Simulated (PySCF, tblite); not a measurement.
# C6H12N+: a rotation path, then NMR shifts on frames

How do NMR shifts of C6H12N+ (`C#CC[N+](C)(C)C`) change as the atoms move?

The runs use tblite 0.8.0 and PySCF 2.14.0, with density-fitted response routines of our own; the level of theory stands in each step. All values are computed, except where a source is named. Atoms count from 0, in the outputs and in this text.

## Step 1: The molecule as given

19 atoms, charge 1, multiplicity 1; geometry from: GFN2-xTB.

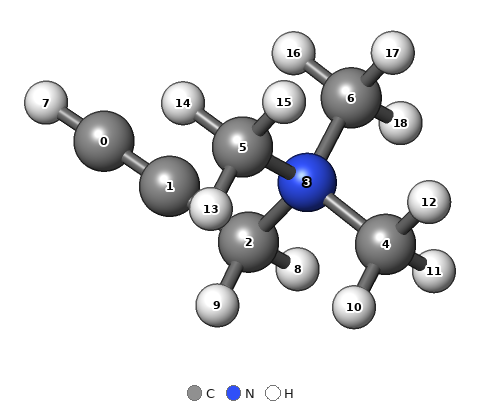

As it starts; carbon grey, nitrogen blue, hydrogen white, atoms numbered.

## Step 2: The rotation path with GFN2-xTB

What the job is given:

```
{"job": {"kind": "neb", "xc": "GFN2-xTB", "basis": "xTB", "atoms": [1, 2, 3, 6], "turn": 120}, "charge": 1, "multiplicity": 1}
C      3.048501     0.079672    -0.271694
C      1.958349    -0.411343    -0.222587
C      0.645242    -1.023796    -0.168641
N     -0.436971    -0.033107     0.118817
C     -1.731636    -0.733948     0.156510
C     -0.459637     0.991015    -0.941044
C     -0.183061     0.609206     1.421012
H      4.011777     0.495973    -0.317773
H      0.638128    -1.789026     0.613400
H      0.435104    -1.504955    -1.128632
H     -1.932003    -1.213577    -0.800532
H     -1.729089    -1.495495     0.935037
H     -2.533825    -0.027814     0.365106
H     -0.668819     0.531163    -1.905675
H      0.507610     1.488673    -0.995286
H     -1.229495     1.731551    -0.732284
H      0.789427     1.099498     1.407985
H     -0.952033     1.350359     1.630995
H     -0.187373    -0.134798     2.216093
```

Level: GFN2-xTB climbing-image nudged elastic band, gas phase.

Command:

```
> OMP_NUM_THREADS=1 python probes_run.py task.json out
```

One launch serves the whole session: the jobs run in the order shown.

What it wrote:

```text
image   E - E0 / eV
  0       0.0000
  1       0.0308
  2       0.1002
  3       0.1676
  4       0.1959
  5       0.1676
  6       0.0996
  7       0.0298
  8       0.0000
```

It took 5 s on 1 thread of Intel Xeon at 2.70GHz, shared host; peak memory 0.18 GiB.

The final band, with the dihedral C1–C2–N3–C6:

```
image  dihedral (°)  energy (eV)  energy (kcal/mol)
    0           -60        0.000                0.0
    1           -47        0.031                0.7
    2           -32        0.100                2.3
    3           -17        0.168                3.9
    4             0        0.196                4.5
    5            16        0.168                3.9
    6            32        0.100                2.3
    7            46        0.030                0.7
    8            60        0.000                0.0
```

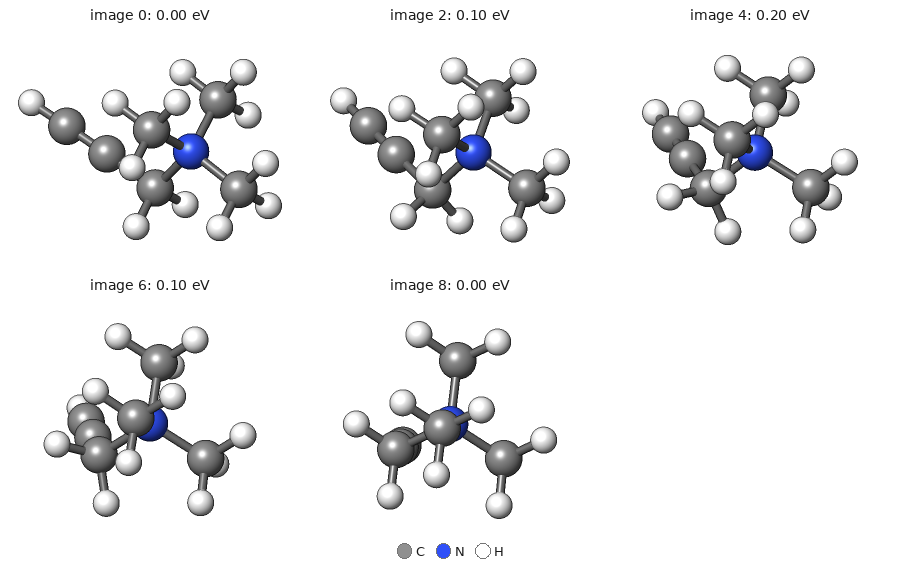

Images along the band.

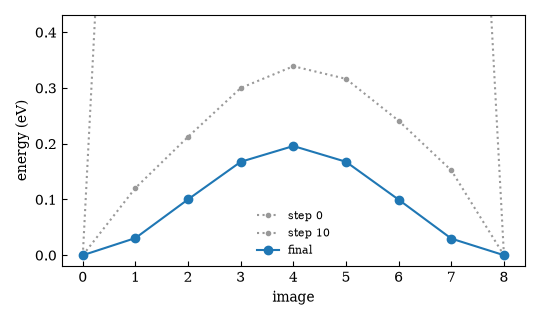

Energy along the band, early and final.

## Step 3: Shielding tensors: image 0, PBE0/pcSseg-1

What the job is given:

```
{"job": {"kind": "nmr", "xc": "PBE0", "basis": "pcSseg-1", "pop": false}, "charge": 1, "multiplicity": 1}
C      3.048500     0.079700    -0.271700
C      1.958300    -0.411300    -0.222600
C      0.645200    -1.023800    -0.168600
N     -0.437000    -0.033100     0.118800
C     -1.731600    -0.733900     0.156500
C     -0.459600     0.991000    -0.941000
C     -0.183100     0.609200     1.421000
H      4.011800     0.496000    -0.317800
H      0.638100    -1.789000     0.613400
H      0.435100    -1.505000    -1.128600
H     -1.932000    -1.213600    -0.800500
H     -1.729100    -1.495500     0.935000
H     -2.533800    -0.027800     0.365100
H     -0.668800     0.531200    -1.905700
H      0.507600     1.488700    -0.995300
H     -1.229500     1.731600    -0.732300
H      0.789400     1.099500     1.408000
H     -0.952000     1.350400     1.631000
H     -0.187400    -0.134800     2.216100
```

With the program's defaults for keys left out, this is: GIAO PBE0/pcSseg-1 NMR shielding, non-relativistic, gas phase.

What it wrote:

```text
coarse grid: 15024 points
cycle   1  E = -289.7818864391  dE =  1.091e+00  |g| = 5.606e-01  |ddm| = 3.795e+00
cycle   2  E = -289.6998634449  dE =  8.202e-02  |g| = 8.537e-01  |ddm| = 1.155e+00
cycle   3  E = -289.8494042428  dE = -1.495e-01  |g| = 1.339e-01  |ddm| = 6.310e-01
cycle   4  E = -289.8520372616  dE = -2.633e-03  |g| = 8.746e-02  |ddm| = 1.428e-01
cycle   5  E = -289.8538279175  dE = -1.791e-03  |g| = 1.644e-02  |ddm| = 5.936e-02
cycle   6  E = -289.8538891992  dE = -6.128e-05  |g| = 2.805e-03  |ddm| = 1.535e-02
cycle   7  E = -289.8538909712  dE = -1.772e-06  |g| = 6.046e-04  |ddm| = 2.618e-03
final grid: 142704 points
cycle   8  E = -289.8964535920  dE = -7.174e-05  |g| = 8.990e-03  |ddm| = 5.966e-02
cycle   9  E = -289.8964544639  dE = -8.719e-07  |g| = 8.896e-03  |ddm| = 1.415e-02
cycle  10  E = -289.8964741308  dE = -1.967e-05  |g| = 5.230e-04  |ddm| = 6.547e-03
cycle  11  E = -289.8964741803  dE = -4.955e-08  |g| = 3.014e-04  |ddm| = 7.540e-04
cycle  12  E = -289.8964741974  dE = -1.706e-08  |g| = 1.431e-04  |ddm| = 2.837e-04
cycle  13  E = -289.8964742019  dE = -4.556e-09  |g| = 4.245e-05  |ddm| = 1.193e-04
cycle  14  E = -289.8964742023  dE = -4.009e-10  |g| = 1.173e-05  |ddm| = 3.192e-05
converged SCF energy = -289.8964742023

GIAO shielding tensors (ppm)
atom      isotropic    diamagn.    paramagn.     s11        s22        s33       span
  0 C       88.849     257.365    -168.516      7.082     24.130    235.334    228.252
  1 C      114.980     262.189    -147.209     24.882     25.422    294.637    269.754
  2 C      128.342     250.967    -122.625    100.307    109.809    174.911     74.604
  3 N      196.262     323.662    -127.400    187.902    194.520    206.364     18.461
  4 C      133.106     248.564    -115.458    104.302    107.564    187.451     83.149
  5 C      134.872     251.490    -116.618    105.492    113.756    185.368     79.876
  6 C      134.916     251.008    -116.092    105.609    113.768    185.370     79.761
  7 H       28.728      33.580      -4.853     23.702     23.934     38.547     14.845
  8 H       27.662      28.939      -1.276     22.380     27.740     32.867     10.488
  9 H       27.659      29.142      -1.483     22.378     27.739     32.858     10.480
 10 H       28.632      29.212      -0.580     24.691     25.771     35.433     10.742
 11 H       28.632      29.099      -0.467     24.690     25.770     35.435     10.745
 12 H       28.424      29.214      -0.790     24.597     25.469     35.206     10.609
 13 H       28.897      30.841      -1.944     25.344     25.483     35.863     10.518
 14 H       27.657      31.181      -3.524     22.771     27.460     32.740      9.969
 15 H       28.738      30.821      -2.083     24.922     26.050     35.241     10.319
 16 H       27.655      30.892      -3.237     22.765     27.465     32.736      9.971
 17 H       28.739      30.549      -1.810     24.922     26.054     35.242     10.320
 18 H       28.896      30.460      -1.565     25.339     25.483     35.865     10.526
```

It took 38 s on 1 thread of Intel Xeon at 2.70GHz, shared host; peak memory 0.82 GiB.

Shifts follow as δ = σ(reference) − σ, with reference shieldings (ppm) from runs at the same level and on the same kind of geometry: 1H TMS 31.72, 13C TMS 186.9, 15N NH3 267.7. The references are single molecules in the gas phase, so shifts against H2O, NH3, PH3, H3PO4 or CFCl3 are not on the usual liquid scales and can be off by tens of ppm. Each atom is listed at this fixed geometry, with no averaging over motion; a spectrum would average atoms that exchange fast.

```
atoms                                    environment  σ (ppm)  δ (ppm)
   C0                         terminal alkyne carbon     88.8     98.1
   C1                                  alkyne carbon    115.0     71.9
   C2                propargylic sp3 CH2 bonded to N    128.3     58.6
   C4                      methyl carbon bonded to N    133.1     53.8
   C5                      methyl carbon bonded to N    134.9     52.1
   C6                      methyl carbon bonded to N    134.9     52.0
  H16        hydrogen on a methyl carbon bonded to N    27.66     4.06
  H14        hydrogen on a methyl carbon bonded to N    27.66     4.06
   H9  hydrogen on a propargylic sp3 CH2 bonded to N    27.66     4.06
   H8  hydrogen on a propargylic sp3 CH2 bonded to N    27.66     4.05
  H12        hydrogen on a methyl carbon bonded to N    28.42     3.29
  H10        hydrogen on a methyl carbon bonded to N    28.63     3.09
  H11        hydrogen on a methyl carbon bonded to N    28.63     3.09
   H7           hydrogen on a terminal alkyne carbon    28.73     2.99
  H15        hydrogen on a methyl carbon bonded to N    28.74     2.98
  H17        hydrogen on a methyl carbon bonded to N    28.74     2.98
  H18        hydrogen on a methyl carbon bonded to N    28.90     2.82
  H13        hydrogen on a methyl carbon bonded to N    28.90     2.82
   N3                              ammonium nitrogen    196.3     71.5
```

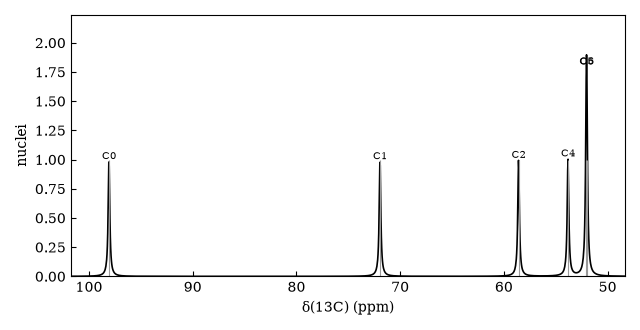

13C lines at the computed shifts, without couplings. Lines are broadened to a width of 0.18 ppm (Lorentzian).

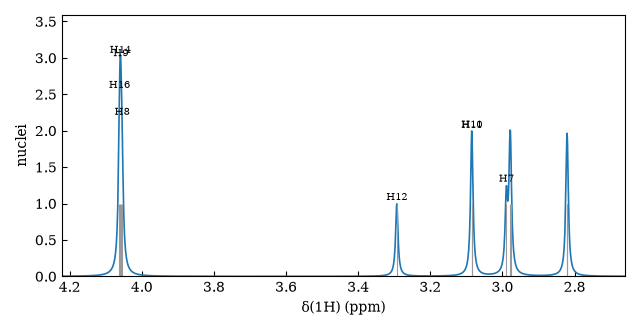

1H lines at the computed shifts, without couplings. Lines are broadened to a width of 0.01 ppm (Lorentzian).

## Step 4: Nuclear shieldings: image 2, PBE0/pcSseg-1

What the job is given:

```
{"job": {"kind": "nmr", "xc": "PBE0", "basis": "pcSseg-1", "pop": false}, "charge": 1, "multiplicity": 1}
C      3.081000    -0.128700     0.239400
C      1.983500    -0.477900    -0.084900
C      0.650200    -0.947700    -0.404600
N     -0.433700    -0.002300     0.035000
C     -1.662200    -0.769200     0.304600
C     -0.695900     0.980200    -1.032300
C     -0.034200     0.710700     1.263000
H      4.048000     0.177200     0.513100
H      0.502500    -1.911100     0.091800
H      0.567100    -1.102700    -1.483900
H     -1.974500    -1.317700    -0.582800
H     -1.494400    -1.476500     1.115900
H     -2.463300    -0.092800     0.598400
H     -1.029000     0.475900    -1.938700
H      0.209400     1.543200    -1.253600
H     -1.475300     1.673600    -0.720300
H      0.867600     1.291400     1.078000
H     -0.828400     1.383100     1.580700
H      0.171900     0.000500     2.061900
```

Level: GIAO PBE0/pcSseg-1 NMR shielding, non-relativistic, gas phase.

What it wrote:

```text
coarse grid: 15024 points
cycle   1  E = -289.7761407095  dE =  1.091e+00  |g| = 5.641e-01  |ddm| = 3.784e+00
cycle   2  E = -289.6898299379  dE =  8.631e-02  |g| = 8.670e-01  |ddm| = 1.207e+00
cycle   3  E = -289.8446231117  dE = -1.548e-01  |g| = 1.351e-01  |ddm| = 6.687e-01
cycle   4  E = -289.8472728693  dE = -2.650e-03  |g| = 8.902e-02  |ddm| = 1.453e-01
cycle   5  E = -289.8491303861  dE = -1.858e-03  |g| = 1.650e-02  |ddm| = 6.019e-02
cycle   6  E = -289.8491921803  dE = -6.179e-05  |g| = 2.848e-03  |ddm| = 1.554e-02
cycle   7  E = -289.8491940138  dE = -1.833e-06  |g| = 6.152e-04  |ddm| = 2.679e-03
final grid: 142704 points
cycle   8  E = -289.8915411556  dE = -5.124e-05  |g| = 8.714e-03  |ddm| = 4.615e-02
cycle   9  E = -289.8915407118  dE =  4.438e-07  |g| = 8.883e-03  |ddm| = 1.332e-02
cycle  10  E = -289.8915599970  dE = -1.929e-05  |g| = 1.245e-03  |ddm| = 6.686e-03
cycle  11  E = -289.8915603314  dE = -3.344e-07  |g| = 4.787e-04  |ddm| = 1.154e-03
cycle  12  E = -289.8915603854  dE = -5.406e-08  |g| = 8.627e-05  |ddm| = 3.509e-04
cycle  13  E = -289.8915603872  dE = -1.820e-09  |g| = 2.308e-05  |ddm| = 9.978e-05
cycle  14  E = -289.8915603873  dE = -9.811e-11  |g| = 8.694e-06  |ddm| = 1.885e-05
converged SCF energy = -289.8915603873

GIAO shielding tensors (ppm)
atom      isotropic    diamagn.    paramagn.     s11        s22        s33       span
  0 C       87.102     256.509    -169.406      7.843     23.163    230.302    222.459
  1 C      115.467     262.734    -147.267     22.689     28.666    295.045    272.356
  2 C      127.962     250.241    -122.279     99.243    106.443    178.199     78.956
  3 N      199.968     323.276    -123.308    190.240    198.655    211.009     20.769
  4 C      130.992     249.166    -118.175     97.716    110.175    185.084     87.369
  5 C      132.148     250.521    -118.374     96.974    113.477    185.992     89.018
  6 C      133.287     251.059    -117.772    108.738    112.703    178.419     69.681
  7 H       28.665      33.085      -4.420     23.779     23.974     38.241     14.462
  8 H       27.504      29.232      -1.728     21.605     28.444     32.462     10.857
  9 H       27.550      28.955      -1.405     22.787     27.446     32.418      9.630
 10 H       28.452      29.271      -0.818     24.838     25.462     35.057     10.219
 11 H       28.669      29.773      -1.104     24.670     25.941     35.395     10.725
 12 H       28.520      29.534      -1.014     24.689     25.650     35.223     10.534
 13 H       28.787      30.360      -1.573     25.147     25.659     35.555     10.409
 14 H       28.145      30.613      -2.469     23.911     26.320     34.203     10.292
 15 H       28.688      30.297      -1.609     24.808     25.936     35.319     10.511
 16 H       27.540      31.650      -4.110     22.566     27.685     32.369      9.803
 17 H       28.749      30.898      -2.149     25.011     26.405     34.831      9.819
 18 H       28.633      31.004      -2.371     24.841     25.842     35.217     10.375
```

Run time: 43 s. Hardware: 1 thread of Intel Xeon at 2.70GHz, shared host; peak memory 0.88 GiB.

This run: δ C0 99.8, C1 71.5, C2 59.0, C4 55.9, H8 4.21, H16 4.18 ppm.

[end of part 1 of 2]
